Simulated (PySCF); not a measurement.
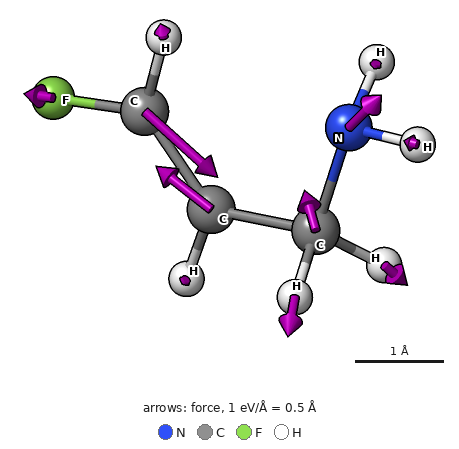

Starting geometry of C3H6FN with the computed forces as purple arrows. Style: ball-and-stick. Shown at a tilt.

The start comes from GFN2-xTB. Its atoms were then displaced at random by about 0.01 Å.

Theory: PBE0-D3(BJ)/def2-SVP geometry optimisation, gas phase (PySCF). 

Q: Is this structure relaxed? If not, where do the atoms go?

A: It isn't relaxed: the largest force vector, on a C atom, is 2.32 eV/Å. The final displacements have little in common with the starting forces (cosine between the two patterns 0.27). Over 9 geometry steps the energy falls by 2.31 kcal/mol. The atom that moves furthest after the best rigid fit is an H atom (0.11 Å). Largest moves by element: H 0.11 Å, N 0.05 Å, C 0.03 Å, F 0.02 Å. Among the contacts that change: C–H 1.072 → 1.106 Å, C–C 1.354 → 1.329 Å, C–N 1.424 → 1.448 Å, C–H 1.089 → 1.112 Å. Bond angles that change, for instance: C–N–H 112.7° → 110.1°, H–C–H 107.5° → 104.9°, C–C–C 125.7° → 123.4°. Cost: 30 s on 1 thread of Intel(R) Xeon(R) Platinum 8375C CPU @ 2.90GHz (shared host).
